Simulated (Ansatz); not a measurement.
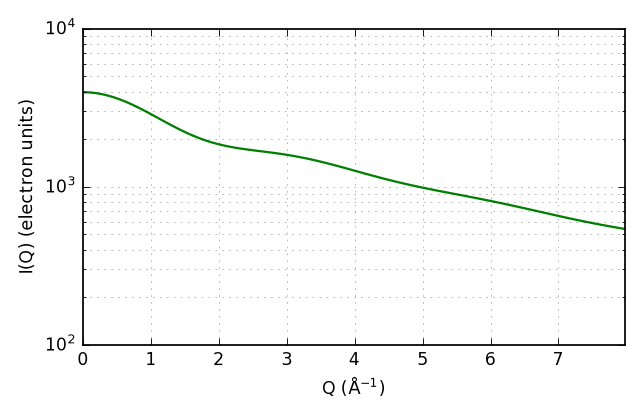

Elastic X-ray scattering of a randomly oriented, rigid molecule, calculated with the Debye equation from neutral-atom form factors (independent atoms, no Compton part, no vibration). The geometry is the end point of an optimisation (UKS PBE0-D4/def2-SVP in Ansatz); it may be a saddle point or a higher isomer. It contains O, H, Te.

**How many electrons does the independent-atom model of the molecule hold?**

I(0) is the square of the electron number: I(0) = 3970, so about 63 electrons, the count of H3OTe counted as neutral atoms.

**What radius of gyration does the initial fall-off give?**

From I(Q) ≈ I(0) exp(−Q²R²/3) at small Q, R ≈ 1.06 Å. It is larger than the electron-weighted radius of the nuclear positions alone (0.87 Å), because each atom's electron cloud adds to it.
